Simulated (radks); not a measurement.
# Atomic calculation for Co²⁺

System: Co²⁺ (Z = 27, 25 electrons) in the configuration [Ar] 3d7.
Method: scalar-relativistic Kohn-Sham, BLYP, spin-unpolarised, spherical densities, point nucleus (the in-house radial solver radks).

**The input**
```
Z 27
configuration [Ar] 3d7
relativity scalar-relativistic
functional b88,lyp
spin unpolarised
nucleus point
c 137.035999084
```

Energies in input and log are in hartree, lengths in bohr.

Hardware: 1 CPU thread, shared host.

The run was one of a batch that the task file lists, launched with:
```bash
python <driver script> task.json out
```

**Output**
```
1s      1   2.0000        -279.84270189
2s      1   2.0000         -33.73697339
2p      1   6.0000         -29.00377648
3s      1   2.0000          -4.45836018
3p      1   6.0000          -3.11083790
3d      1   7.0000          -0.99546461
Etot -1392.527057967238
Ekin 1410.5980961640844
Encl -3318.0969018287196
Eh 574.2112354229573
Exc -59.23948772556015
err 1.316998454070178e-09
it 15
```

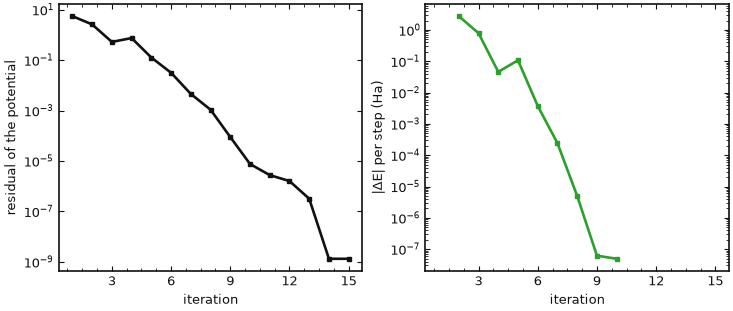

*Convergence: residual of the potential and change of the energy from step to step (the smallest changes aren't drawn) against the iteration.*

The residual falls almost steadily, with no more than small rises or pauses. It goes from 5.5 to 1.3×10⁻⁹ in 15 steps.

**Slater integrals of the outer shells (hartree)**

| integral | value |
| --- | --- |
| F0(3d,3d) | 0.9108 |
| F2(3d,3d) | 0.4142 |
| F4(3d,3d) | 0.2563 |
| F0(3d,3p) | 0.9971 |
| F2(3d,3p) | 0.4652 |
| G1(3d,3p) | 0.5767 |
| G3(3d,3p) | 0.3477 |
| F0(3d,3s) | 1.0192 |
| G2(3d,3s) | 0.4359 |
| F0(3d,2p) | 1.2920 |
| F2(3d,2p) | 0.2393 |
| G1(3d,2p) | 0.1759 |
| G3(3d,2p) | 0.0999 |
| F0(3p,3p) | 1.1081 |
| F2(3p,3p) | 0.5529 |
| F0(3p,3s) | 1.1347 |
| G1(3p,3s) | 0.7509 |
| F0(3p,2p) | 1.5101 |
| F2(3p,2p) | 0.2985 |
| G0(3p,2p) | 0.1156 |

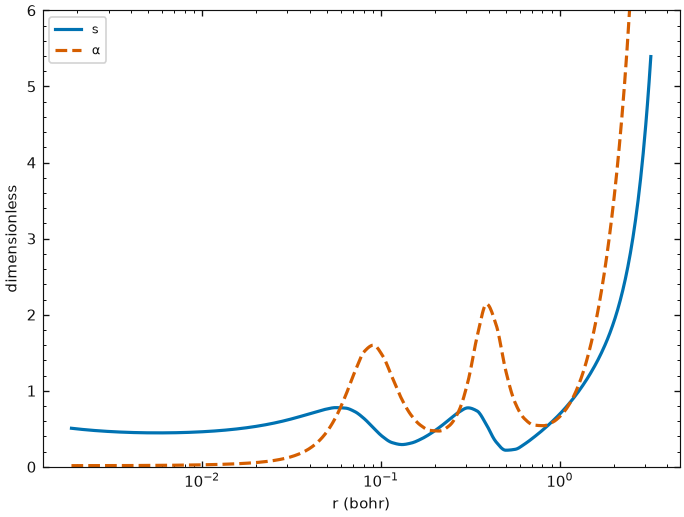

*The reduced density gradient s and the kinetic indicator α = (τ − τW)/τunif, the ingredients of GGAs and meta-GGAs.*

s starts near 0.51 at the inner end, has maxima between the shells at r = 0.056 bohr (0.78) and 0.31 bohr (0.78), and grows in the tail, to 5.4 at 3.2 bohr. α peaks at r = 0.091 bohr (1.6) and 0.39 bohr (2.1), where shells overlap, and is small where one s orbital dominates. In the tail α rises again, to 14.7 at the end, as it does where the highest occupied level has l > 0.

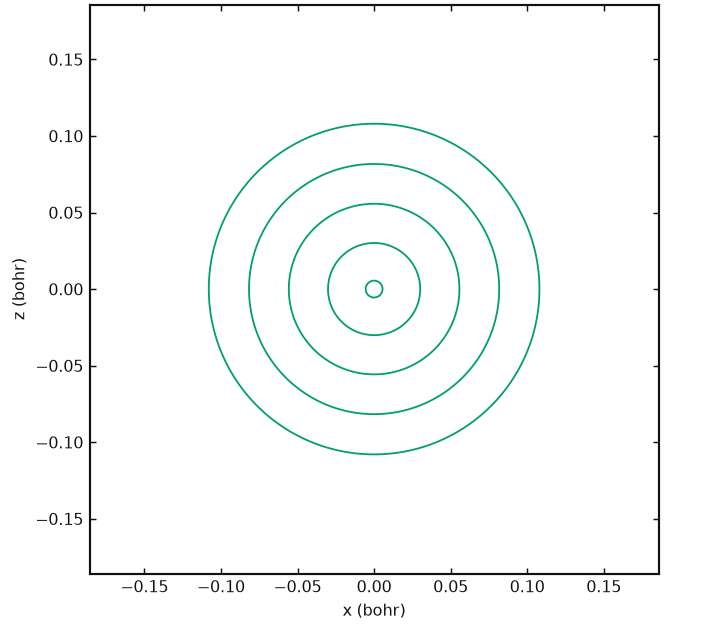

*One occupied orbital is shown. In the xz plane through the nucleus, contours of ψ are drawn, solid for positive and dashed for negative values, each about twice the one before. The radial function comes from the spherical calculation and is multiplied by a real spherical harmonic; the overall sign is chosen so that the largest lobe of P(r) is positive; at the scalar-relativistic level it is the large component.*

It is 1s. It has no angular node and no radial node. The maximum of P² lies at 0.0368 bohr, ⟨r⟩ = 0.0562 bohr, 90 % of the charge lies within 0.100 bohr, and the eigenvalue is −7615 eV, with 2 electrons in the shell.

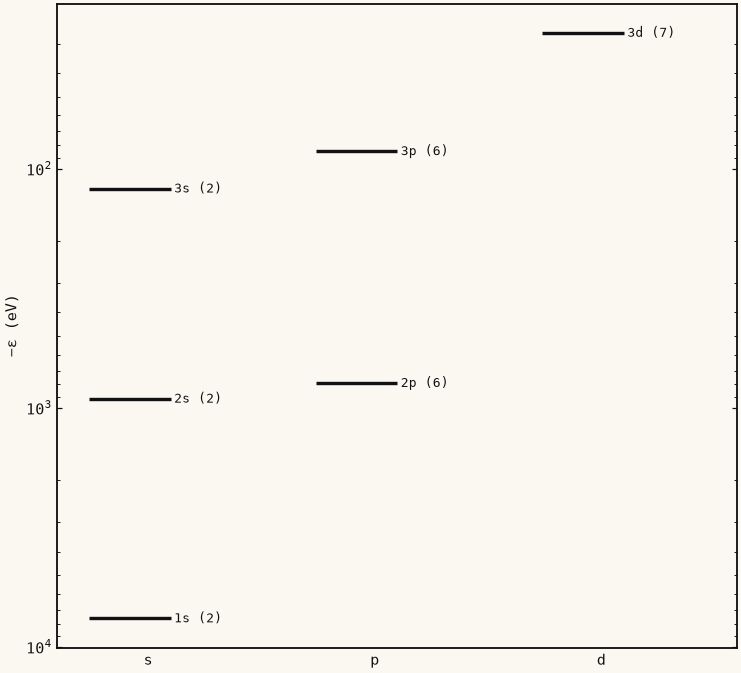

*All occupied levels, on a logarithmic scale of binding energy, are drawn by angular momentum (occupations in brackets).*

The highest occupied level is 3d at −27.1 eV. The highest 5 occupied levels, from the top down, are 3d (−27.1 eV), 3p (−84.7 eV), 3s (−121.3 eV), 2p (−789.2 eV), 2s (−918.0 eV). The semi-empirical ionisation energy (NIST) is 33.5 eV; minus the highest level, 27.1 eV, lies 19 % below it, as is usual for a semilocal functional, whose potential decays too fast.

**Results in brief**

- outcome: converged
- total energy: −1392.5271 hartree
- kinetic energy: 1410.5981 hartree
- electron–nucleus energy: −3318.0969 hartree
- Hartree energy: 574.211235 hartree
- exchange–correlation energy: −59.239488 hartree
- radius at density 0.001 e/bohr³: 3.03 bohr
- SCF iterations: 15
